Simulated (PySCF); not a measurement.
# Frequency calculation, with input and output: ZrH$_{2}$O$_{2}$

System: ZrH$_{2}$O$_{2}$.
Method: RKS-based PBE, Zr def2-SVP with ECP28, O def2-SVP, H def2-SVP; non-relativistic Hamiltonian with a scalar-relativistic core potential; density fitting (PySCF 2.14.0).

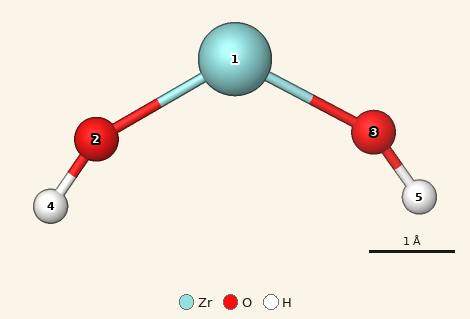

**Figure 1.** The structure (ball-and-stick view, seen at a tilt; atoms are numbered from 1 in the order of the input). Sticks mark near contacts. Bond lengths as drawn: H–O 0.97 Å and O–Zr 1.89 Å.

### Results in brief

| quantity | value |
| --- | --- |
| outcome | converged |
| total energy | −198.480579 hartree |
| HOMO | −3.50 eV |
| LUMO | −2.81 eV |
| zero-point energy | 0.024678 hartree |
| dipole moment | 2.77 D |
| wavenumbers, lowest and highest | 116 and 3832 cm⁻¹ |
| hardware | 2 threads of Arm Neoverse V1, 112 GiB of memory available, shared host |
| wall time | 50 s (CPU time 86 s) |
| peak memory | 0.95 GiB |

### The input
```python
from pyscf import gto, scf, dft
mol = gto.M(atom='''
Zr     0.092538     0.246485     0.016495
O     -0.523515    -0.623411     1.582246
O      0.055420    -0.623411    -1.665683
H     -0.900324    -1.371954     2.069509
H     -0.129824    -1.371955    -2.253130''',
    basis={'Zr': 'def2-SVP', 'O': 'def2-SVP', 'H': 'def2-SVP'},
    ecp={'Zr': 'def2-SVP'},
    charge=0, spin=0)
mf = dft.RKS(mol, xc='PBE')
mf.grids.atom_grid = (75, 302)
aux = {'Zr': 'def2-universal-JKFIT', 'O': 'def2-universal-JKFIT', 'H': 'def2-universal-JKFIT'}
mf = mf.density_fit(auxbasis=aux)
mf.conv_tol = 1e-09
mf.diis_space = 10
mf.max_cycle = 60
mf.verbose = 4
mf.kernel()
```

The script is an equivalent of the set-up of the self-consistent field. The run itself was carried out by a driver, which started from the orbitals of the step before it where there was one and computed the further properties.

Launch command:
```bash
OMP_NUM_THREADS=2 python axn.py task.json out
```

### What the program printed
```
init E= -198.480578772187
  HOMO = -0.128677790432018  LUMO = -0.103384404773916  gap/eV = 0.68827
cycle= 1 E= -198.480578771974  delta_E= 2.13e-10  |g|= 2.69e-05  |ddm|= 7.8e-05
  HOMO = -0.128682576401303  LUMO = -0.103391137273269  gap/eV = 0.68822
cycle= 2 E= -198.480578769826  delta_E= 2.15e-09  |g|= 8.77e-05  |ddm|= 0.000229
  HOMO = -0.128679130849587  LUMO = -0.10338629422196  gap/eV = 0.68825
cycle= 3 E= -198.480578772198  delta_E= -2.37e-09  |g|= 8.33e-06  |ddm|= 0.000163
  HOMO = -0.128679065716785  LUMO = -0.103386195288671  gap/eV = 0.68825
cycle= 4 E= -198.480578772213  delta_E= -1.55e-11  |g|= 7.52e-07  |ddm|= 9.37e-06
  HOMO = -0.128678858726758  LUMO = -0.10338590745683  gap/eV = 0.68826
Extra cycle  E= -198.48057877221  delta_E= 2.67e-12  |g|= 2.44e-06  |ddm|= 7.39e-06
converged SCF energy = -198.48057877221
```

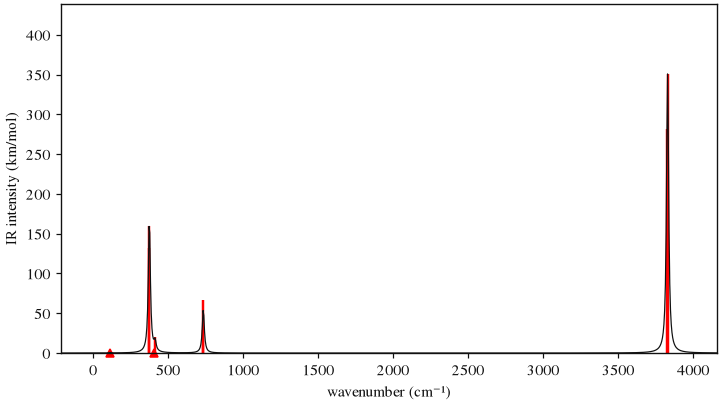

**Figure 2.** Harmonic infrared spectrum, unscaled: sticks (degenerate modes added up, dark ones marked on the axis) with a Lorentzian envelope of 16 cm⁻¹ full width, scaled to the tallest stick. 9 modes from 116 to 3832 cm⁻¹, none imaginary. The strongest line is at 3832 cm⁻¹ (351 km/mol). All modes, in cm⁻¹ (km/mol): 116 (1.0), 377 (132), 378 (160), 412 (0.0), 416 (20), 736 (29), 737 (67), 3829 (282), 3832 (351).

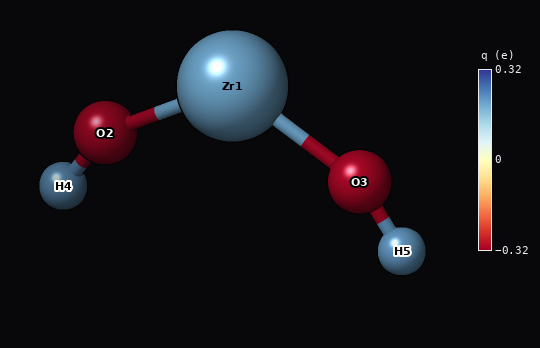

**Figure 3.** Mulliken charges, as the colour of each atom (ball-and-stick view, seen at a tilt; atoms are numbered from 1 in the order of the input). By element: Zr +0.20, O −0.31 and H +0.21 e.
